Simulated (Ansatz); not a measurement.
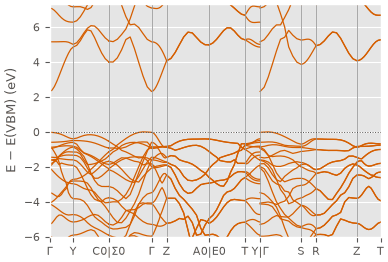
Figure. Band structure from plane-wave PAW r²SCAN (Ansatz code)

Question: Read off the gap and where the band edges lie.

Answer: About 2.3 eV (2.31 eV by a search for the band edges); maximum on the Σ0–Γ line, 82 % of the way from Σ0, minimum at Γ.

Question: Which compound is it?
A) FePO4, Cmcm (Fe on 4a, P on 4c, O on 8f, O on 8g)
B) VPO4, Cmcm (V on 4b, P on 4c, O on 8g, O on 8f)
C) Ga2O3, Cmcm (Ga on 4c, Ga on 4a, O on 8f, O on 4c)
D) SrBiIO2, Cmcm (Sr on 4c, Bi on 4c, I on 4c, O on 8e)

Answer: C, Ga2O3, Cmcm (Ga on 4c, Ga on 4a, O on 8f, O on 4c)

The first step of the workflow began from a Materials Project structure, measured or hypothetical; the Crystallography Open Database copy checked does not list it. It is not the phase usual at ambient conditions (space group No. 12, 167). The r²SCAN relaxation kept the symmetry of its start. At this level the phase is dynamically unstable (imaginary phonons). Scalar-relativistic: spin–orbit coupling is off unless named, which matters more the heavier the elements.

Potentials: the later of the program's two PAW sets.
